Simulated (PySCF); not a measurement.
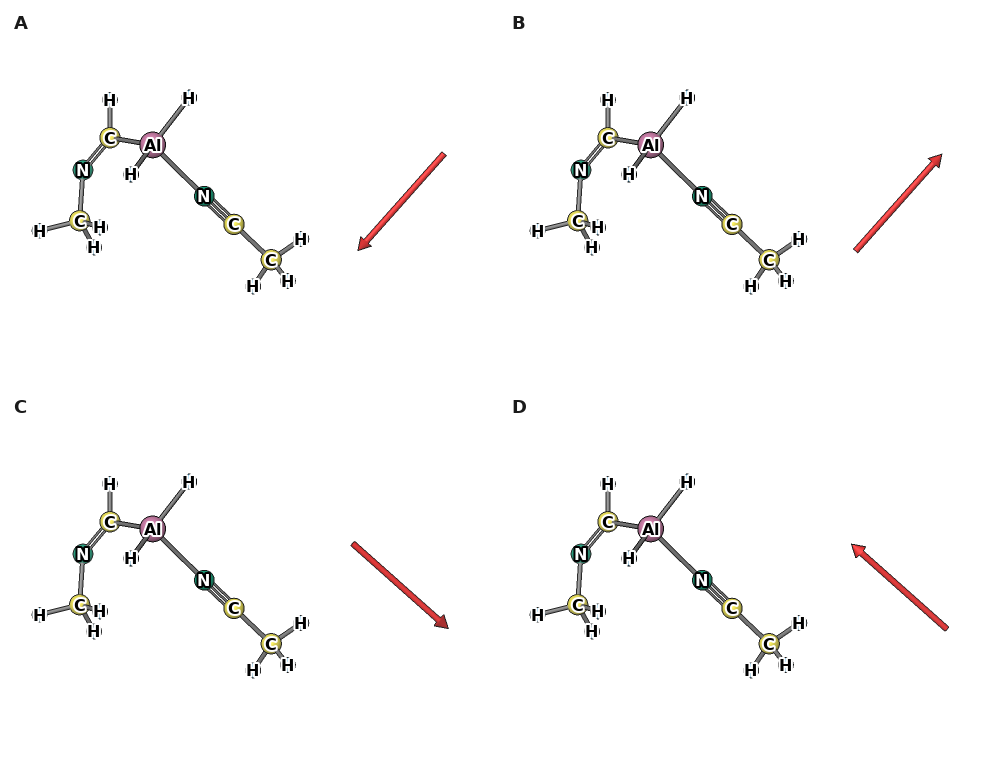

The same molecule four times, each with an arrow. The computed structure is the end point of a PBE0-D3(BJ)/def2-SVP optimisation. No frequency run is at hand to confirm it as a minimum. Properties computed with PBE0/pcSseg-1 in chloroform (IEF-PCM) (PySCF 2.14.0).

Which arrow points along the dipole moment, from the negative to the positive end?

C. The dipole moment is 10.17 D.
